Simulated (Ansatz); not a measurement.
## CH3Cl3NNb: geometry relaxation

- system: CH3Cl3NNb, SMILES C[N]=[Nb]([Cl])([Cl])[Cl]
- method: RKS PBE-D4/def2-SVP (Ansatz 0.2.0)

The geometry: force-field start. Figures and captions count atoms from 1; the log counts them from 0 in places.

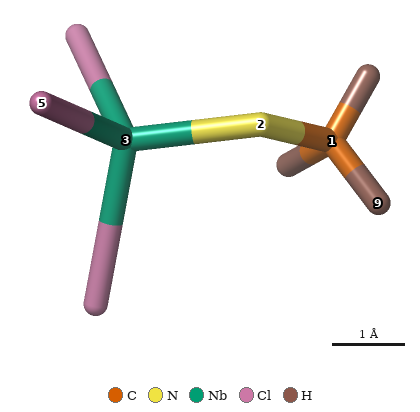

The starting structure (stick view, seen at a tilt; atoms are numbered from 1 in the order of the input). Sticks mark near contacts.

Summary:

- outcome: converged
- total energy: −41669.8317 eV
- mean-field energy: −41669.5259 eV
- dispersion energy: −0.3058 eV
- SCF solution under orbital rotations: stable
- largest force (length of the vector) at the end: 0.010 eV/Å
- dipole moment: 2.50 D
- hardware: 4 threads of Arm Neoverse V2, 23 GiB of memory available, shared host
- wall time: 15 s (CPU time 54 s)
- peak memory: 0.2 GiB

Input:
```yaml
crystal:
  periodic: [false, false, false]
  atoms:
    - {symbol: C, position_ang: [0.226200, -1.304100, 0.921400]}
    - {symbol: N, position_ang: [0.867800, -0.451300, -0.052200]}
    - {symbol: Nb, position_ang: [-0.035600, 1.046300, -0.856100]}
    - {symbol: Cl, position_ang: [-1.883500, 0.305100, -2.016500]}
    - {symbol: Cl, position_ang: [1.491400, 2.116300, -2.397400]}
    - {symbol: Cl, position_ang: [-0.644100, 2.608700, 0.873200]}
    - {symbol: H, position_ang: [-0.820200, -0.858900, 1.062900]}
    - {symbol: H, position_ang: [0.156700, -2.285700, 0.531600]}
    - {symbol: H, position_ang: [0.729800, -1.222600, 1.916000]}
basis:
  gaussian: {orbitals: def2-SVP}
hamiltonian: {xc: pbe, dispersion: d4}
relax: {f_tol: 0.03, max_steps: 200}
```

Launched with:
```bash
ansatz run in.yaml --threads 4 --pin off --events-out ev --progress --plain --max-ram 11315MiB
```

Output:
```
Functional definition: PBE
  name "PBE"
  cite "Perdew, Burke & Ernzerhof, Phys. Rev. Lett. 77, 3865 (1996) doi:10.1103/PhysRevLett.77.3865"
  parent pbe
  parameter kappa = 0.804
  parameter beta = 0.06672455060314922
  exchange = pbe_x(kappa = kappa, mu = beta*pi^2/3)
  correlation = pbe_c(beta = beta)
1366 factors; their error is unknown
mean field evaluation 1: about -41652.2620 eV, gradient 7.9e1 eV
mean field evaluation 2: about -41188.9063 eV, gradient 3.2e2 eV
mean field evaluation 4: about -41657.2394 eV, gradient 6.7e1 eV
mean field evaluation 8: about -41668.2277 eV, gradient 1.4e0 eV
mean field evaluation 16: about -41668.1630 eV, gradient 4.8e-3 eV
mean field -41668.16303693 eV, -1531.2767479120 hartree, gradient 1.1e-5 eV, S^2 0.000000; 0 other end points of the search recorded, 0 dependent functions left out
the calculation of the forces begins
reference -41668.16310977 eV, -1531.2767505887 hartree; 40, 40 occupied and 88, 88 virtual orbitals, 1366 factors
relax step   1: F+E_penalty+E_count = -41668.46036241 eV  Δ(F+E_penalty+E_count) = +0.000e0 eV  max|allowed force component| = 3.767e0 eV/Å  Δτ_max = 0.0000 Å  (34 SCF iters, accepted)
these checks for a lower state are left out or cut short: starts, cluster_reference, orbital_swaps, neighbouring_geometries, increment
1366 factors; their error is unknown
mean field -41668.94805822 eV, -1531.3055969121 hartree, gradient 2.1e-5 eV, S^2 0.000000; 0 other end points of the search recorded, 0 dependent functions left out
the calculation of the forces begins
reference -41668.94812953 eV, -1531.3055995329 hartree; 40, 40 occupied and 88, 88 virtual orbitals, 1366 factors
relax step   2: F+E_penalty+E_count = -41669.26622500 eV  Δ(F+E_penalty+E_count) = -8.059e-1 eV  max|allowed force component| = 1.293e0 eV/Å  Δτ_max = 0.1950 Å  (37 SCF iters, accepted)
these checks for a lower state are left out or cut short: starts, cluster_reference, orbital_swaps, neighbouring_geometries, increment
1366 factors; their error is unknown
mean field evaluation 32: about -41669.0850 eV, gradient 7.8e0 eV
mean field -41669.12780287 eV, -1531.3122024063 hartree, gradient 8.9e-6 eV, S^2 0.000000; 0 other end points of the search recorded, 0 dependent functions left out
the calculation of the forces begins
reference -41669.12787440 eV, -1531.3122050347 hartree; 40, 40 occupied and 88, 88 virtual orbitals, 1366 factors
relax step   3: F+E_penalty+E_count = -41669.44268854 eV  Δ(F+E_penalty+E_count) = -1.765e-1 eV  max|allowed force component| = 8.577e-1 eV/Å  Δτ_max = 0.0901 Å  (32 SCF iters, accepted)
these checks for a lower state are left out or cut short: starts, cluster_reference, orbital_swaps, neighbouring_geometries, increment
1366 factors; their error is unknown
mean field -41669.32699444 eV, -1531.3195225614 hartree, gradient 1.6e-5 eV, S^2 0.000000; 0 other end points of the search recorded, 0 dependent functions left out
the calculation of the forces begins
reference -41669.32706656 eV, -1531.3195252117 hartree; 40, 40 occupied and 88, 88 virtual orbitals, 1366 factors
relax step   4: F+E_penalty+E_count = -41669.63788151 eV  Δ(F+E_penalty+E_count) = -1.952e-1 eV  max|allowed force component| = 5.909e-1 eV/Å  Δτ_max = 0.2000 Å  (38 SCF iters, accepted)
these checks for a lower state are left out or cut short: starts, cluster_reference, orbital_swaps, neighbouring_geometries, increment
1366 factors; their error is unknown
mean field -41669.45683291 eV, -1531.3242940371 hartree, gradient 1.4e-5 eV, S^2 0.000000; 0 other end points of the search recorded, 0 dependent functions left out
the calculation of the forces begins
reference -41669.45690557 eV, -1531.3242967072 hartree; 40, 40 occupied and 88, 88 virtual orbitals, 1366 factors
relax step   5: F+E_penalty+E_count = -41669.76445470 eV  Δ(F+E_penalty+E_count) = -1.266e-1 eV  max|allowed force component| = 2.089e-1 eV/Å  Δτ_max = 0.1994 Å  (39 SCF iters, accepted)
these checks for a lower state are left out or cut short: starts, cluster_reference, orbital_swaps, neighbouring_geometries, increment
1366 factors; their error is unknown
mean field -41669.51575281 eV, -1531.3264593037 hartree, gradient 1.2e-5 eV, S^2 0.000000; 0 other end points of the search recorded, 0 dependent functions left out
the calculation of the forces begins
reference -41669.51582587 eV, -1531.3264619885 hartree; 40, 40 occupied and 88, 88 virtual orbitals, 1366 factors
relax step   6: F+E_penalty+E_count = -41669.82167388 eV  Δ(F+E_penalty+E_count) = -5.722e-2 eV  max|allowed force component| = 1.544e-1 eV/Å  Δτ_max = 0.1999 Å  (38 SCF iters, accepted)
these checks for a lower state are left out or cut short: starts, cluster_reference, orbital_swaps, neighbouring_geometries, increment
1366 factors; their error is unknown
mean field evaluation 64: about -41669.5937 eV, gradient 1.3e-1 eV
mean field -41669.52529906 eV, -1531.3268101218 hartree, gradient 1.6e-5 eV, S^2 0.000000; 0 other end points of the search recorded, 0 dependent functions left out
the calculation of the forces begins
reference -41669.52537220 eV, -1531.3268128096 hartree; 40, 40 occupied and 88, 88 virtual orbitals, 1366 factors
relax step   7: F+E_penalty+E_count = -41669.83116669 eV  Δ(F+E_penalty+E_count) = -9.493e-3 eV  max|allowed force component| = 4.138e-2 eV/Å  Δτ_max = 0.0824 Å  (31 SCF iters, accepted)
these checks for a lower state are left out or cut short: starts, cluster_reference, orbital_swaps, neighbouring_geometries, increment
1366 factors; their error is unknown
mean field -41669.52585049 eV, -1531.3268303866 hartree, gradient 1.2e-5 eV, S^2 0.000000; 0 other end points of the search recorded, 0 dependent functions left out
the calculation of the forces begins
reference -41669.52592359 eV, -1531.3268330729 hartree; 40, 40 occupied and 88, 88 virtual orbitals, 1366 factors
relax step   8: F+E_penalty+E_count = -41669.83165843 eV  Δ(F+E_penalty+E_count) = -4.917e-4 eV  max|allowed force component| = 8.492e-3 eV/Å  Δτ_max = 0.0256 Å  (33 SCF iters, accepted)
1366 factors; their error is unknown
mean field evaluation 96: about -41669.5259 eV, gradient 1.2e-3 eV
```

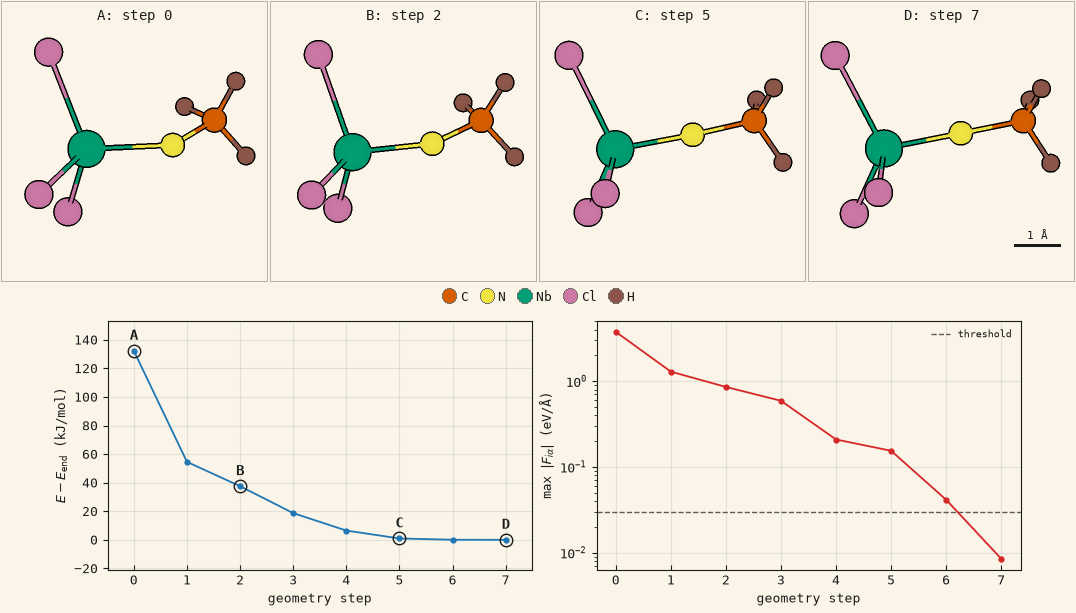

Frames of the relaxation (ball-and-stick view, seen at a tilt) above the curves, on which the letters mark them (the first geometry is step 0 here and step 1 in the log).

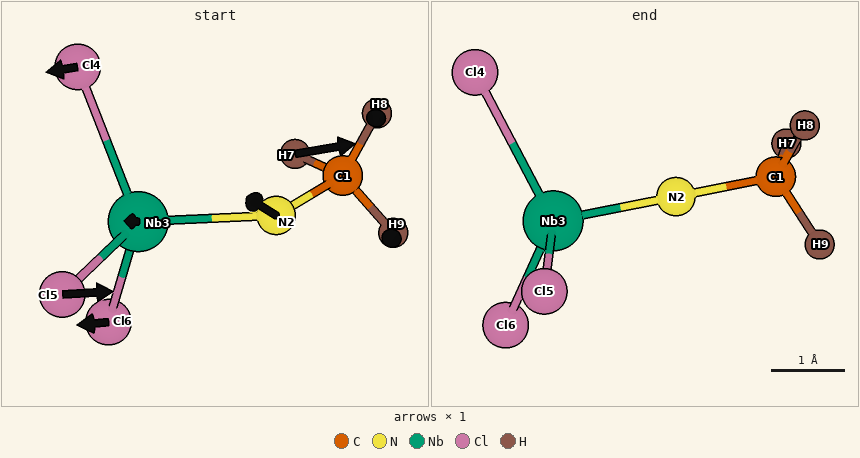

Before (left) and after (right) the relaxation, at one scale (ball-and-stick view, seen at a tilt). The black arrows give the displacements, at true length. After 7 geometry steps the energy has fallen by 132.3 kJ/mol. Largest force component: 3.8 eV/Å at the start, 0.0085 eV/Å at the end. The atom that moves furthest after the best rigid fit is N2 (0.88 Å). By element the largest moves are N 0.88 Å, H 0.86 Å, Cl 0.72 Å, Nb 0.25 Å, C 0.05 Å. Among the contacts that change: N2–Nb3 1.925 → 1.745 Å, Nb3–Cl5 2.419 → 2.311 Å, Nb3–Cl6 2.409 → 2.311 Å, C1–H8 1.058 → 1.112 Å. Among the angles that change: C1–N2–Nb3 122.2° → 179.7°, H8–C1–H9 115.1° → 108.1°, N2–C1–H7 105.0° → 110.8°. (Atoms are counted from 1 in the order of the input.)

```
mean field -41669.52585049 eV, -1531.3268303866 hartree, gradient 1.6e-5 eV, S^2 0.000000; 1 other end points of the search recorded, 0 dependent functions left out
the calculation of the forces begins
reference -41669.52592359 eV, -1531.3268330729 hartree; 40, 40 occupied and 88, 88 virtual orbitals, 1366 factors
Total energy: -41669.83173153 eV, -1531.3380713074 hartree
Atom 0 at     0.245512    -1.324163     0.952975 Å, force     0.000759    -0.003013     0.002038 eV/Å
Atom 1 at     0.046307    -0.185353     0.126600 Å, force    -0.003307     0.008492    -0.005191 eV/Å
Atom 2 at    -0.206433     1.214145    -0.885213 Å, force    -0.000018    -0.003489     0.002851 eV/Å
Atom 3 at    -1.964229     0.675865    -2.284973 Å, force     0.000173     0.001365    -0.001026 eV/Å
Atom 4 at     1.775452     1.544172    -2.026769 Å, force    -0.000053    -0.001086     0.001046 eV/Å
Atom 5 at    -0.710356     2.952683     0.550923 Å, force    -0.000103     0.001182    -0.001236 eV/Å
Atom 6 at    -0.665134    -1.540649     1.553535 Å, force    -0.000494    -0.002004     0.002056 eV/Å
Atom 7 at     0.475994    -2.222832     0.339753 Å, force     0.000745    -0.001754    -0.001293 eV/Å
Atom 8 at     1.091388    -1.160067     1.656068 Å, force     0.002297     0.000308     0.000755 eV/Å
Dipole moment:     0.073467    -0.416815     0.302273 e Å
```

Trajectory as extended XYZ (Å, eV, eV/Å), 8 frames, from step=1 to step=8:
```
9
Properties=species:S:1:pos:R:3:forces:R:3 step=1 energy=-41668.46036
C     0.2262   -1.3041    0.9214   -0.6729   2.6176   0.6369
N     0.8678   -0.4513   -0.0522   -2.3012   3.7667  -1.9016
Nb   -0.0356    1.0463   -0.8561    3.2111  -1.4441   1.1267
Cl   -1.8835    0.3051   -2.0165    0.1338  -0.0414   0.2271
Cl    1.4914    2.1163   -2.3974   -1.0344  -0.7258   1.0278
Cl   -0.6441    2.6087    0.8732    0.2926  -1.0078  -0.9166
H    -0.8202   -0.8589    1.0629    0.4711  -0.9047   0.3095
H     0.1567   -2.2857    0.5316   -0.1213  -1.8995  -0.2965
H     0.7298   -1.2226    1.9160    0.0212  -0.3608  -0.2134
9
Properties=species:S:1:pos:R:3:forces:R:3 step=2 energy=-41669.26622
C     0.1824   -1.2482    0.9127   -0.3532   0.8298   0.3082
N     0.7284   -0.3163   -0.0711   -0.9161   0.3659   0.1503
Nb    0.0685    1.1121   -0.9072   -0.5259  -1.2931   0.6901
Cl   -1.8061    0.3028   -1.9587   -0.1582  -0.0396  -0.0961
Cl    1.4574    2.0899   -2.3516    1.1324   0.5081  -0.8907
Cl   -0.5898    2.4703    0.7853   -0.1768   0.4419   0.4697
H    -0.8973   -0.9782    1.1952    0.8857  -0.2502  -0.3020
H     0.1790   -2.2694    0.5129    0.0849  -0.4466  -0.0854
H     0.7659   -1.2093    1.8654    0.0270  -0.1163  -0.2441
9
Properties=species:S:1:pos:R:3:forces:R:3 step=3 energy=-41669.44269
C     0.1829   -1.2555    0.9236    0.0676   0.3216   0.0071
N     0.6534   -0.2894   -0.0614   -0.8577   0.0347   0.3723
Nb    0.0330    1.1279   -0.9142   -0.0950  -0.3295   0.0971
Cl   -1.8428    0.3279   -1.9862   -0.0410   0.0141  -0.0269
Cl    1.5428    2.0618   -2.3580    0.4030   0.0424  -0.1933
Cl   -0.6187    2.5255    0.7838   -0.0574   0.1540   0.1219
H    -0.8800   -1.0421    1.2386    0.4614  -0.0658  -0.1913
H     0.2103   -2.2818    0.5105    0.0860  -0.1284  -0.0392
H     0.8077   -1.2205    1.8461    0.0331  -0.0431  -0.1477
9
Properties=species:S:1:pos:R:3:forces:R:3 step=4 energy=-41669.63788
C     0.2012   -1.2934    0.9495    0.1339   0.2856  -0.2087
N     0.4643   -0.2439   -0.0148   -0.5909  -0.2091   0.4297
Nb   -0.0411    1.1689   -0.9265   -0.0528  -0.1554   0.1109
Cl   -1.8984    0.4441   -2.0856   -0.0215   0.0243  -0.0218
Cl    1.6400    1.9463   -2.2914    0.2463  -0.0293  -0.0862
Cl   -0.6529    2.6705    0.7078   -0.0343   0.0767   0.0206
H    -0.8422   -1.2021    1.3523    0.3140  -0.0324  -0.1203
H     0.3080   -2.2965    0.4847    0.0150  -0.0024  -0.0463
H     0.9096   -1.2400    1.8069   -0.0096   0.0420  -0.0779
9
Properties=species:S:1:pos:R:3:forces:R:3 step=5 energy=-41669.76445
C     0.2288   -1.3099    0.9497   -0.0804  -0.0198   0.0616
N     0.2930   -0.2135    0.0382   -0.2089  -0.1069   0.1705
Nb   -0.1074    1.1941   -0.9160   -0.0125   0.0460  -0.0321
Cl   -1.9449    0.5500   -2.1575    0.0208   0.0181  -0.0151
Cl    1.7221    1.7890   -2.2005    0.0508  -0.0494   0.0138
Cl   -0.6980    2.7919    0.6413    0.0092   0.0232  -0.0180
H    -0.7800   -1.3370    1.4315    0.1803  -0.0405  -0.0439
H     0.3855   -2.2857    0.4380    0.0284   0.0668  -0.0600
H     0.9894   -1.2250    1.7582    0.0122   0.0624  -0.0767
9
Properties=species:S:1:pos:R:3:forces:R:3 step=6 energy=-41669.82167
C     0.2406   -1.3231    0.9542   -0.0598   0.1253  -0.0870
N     0.1284   -0.1911    0.0935   -0.0312   0.0031   0.0216
Nb   -0.1679    1.2151   -0.9013    0.0317  -0.1544   0.0873
Cl   -1.9642    0.6327   -2.2302    0.0065   0.0212  -0.0304
Cl    1.7728    1.6260   -2.0965   -0.0302  -0.0151   0.0298
Cl   -0.7177    2.8926    0.5867    0.0129   0.0349  -0.0130
H    -0.7135   -1.4689    1.5107    0.0822  -0.0464   0.0004
H     0.4507   -2.2478    0.3716    0.0011   0.0340   0.0157
H     1.0594   -1.1818    1.6941   -0.0132  -0.0028  -0.0243
9
Properties=species:S:1:pos:R:3:forces:R:3 step=7 energy=-41669.83117
C     0.2443   -1.3250    0.9541    0.0061   0.0053  -0.0045
N     0.0621   -0.1873    0.1212   -0.0038  -0.0414   0.0326
Nb   -0.1992    1.2123   -0.8870   -0.0094   0.0390  -0.0242
Cl   -1.9630    0.6705   -2.2765   -0.0064  -0.0029  -0.0068
Cl    1.7710    1.5642   -2.0421    0.0096  -0.0095   0.0033
Cl   -0.7094    2.9437    0.5544   -0.0006   0.0062   0.0050
H    -0.6745   -1.5303    1.5463    0.0038  -0.0041   0.0016
H     0.4726   -2.2288    0.3473    0.0009   0.0056  -0.0021
H     1.0845   -1.1656    1.6652   -0.0002   0.0018  -0.0048
9
Properties=species:S:1:pos:R:3:forces:R:3 step=8 energy=-41669.83166
C     0.2455   -1.3242    0.9530    0.0008  -0.0030   0.0020
N     0.0463   -0.1854    0.1266   -0.0033   0.0085  -0.0052
Nb   -0.2064    1.2141   -0.8852    0.0000  -0.0035   0.0029
Cl   -1.9642    0.6759   -2.2850    0.0002   0.0014  -0.0010
Cl    1.7755    1.5442   -2.0268   -0.0001  -0.0011   0.0010
Cl   -0.7104    2.9527    0.5509   -0.0001   0.0012  -0.0012
H    -0.6651   -1.5406    1.5535   -0.0005  -0.0020   0.0021
H     0.4760   -2.2228    0.3398    0.0007  -0.0018  -0.0013
H     1.0914   -1.1601    1.6561    0.0023   0.0003   0.0008
```

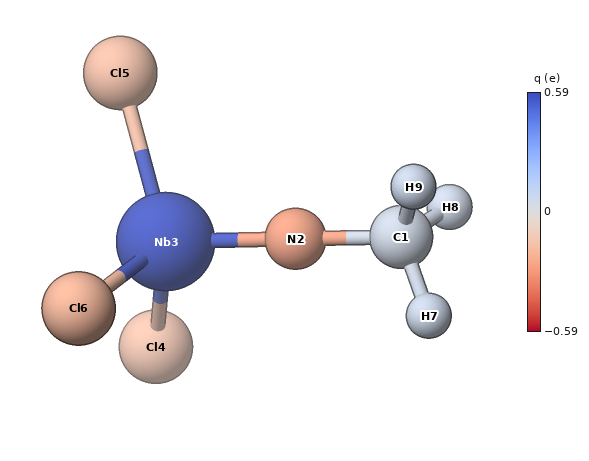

Mulliken charges, as the colour of each atom (ball-and-stick view, seen at a tilt; atoms are numbered from 1 in the order of the input; Mulliken charges depend strongly on the basis). By element: C +0.05, N −0.27, Nb +0.56, Cl −0.18 and H +0.07 e.
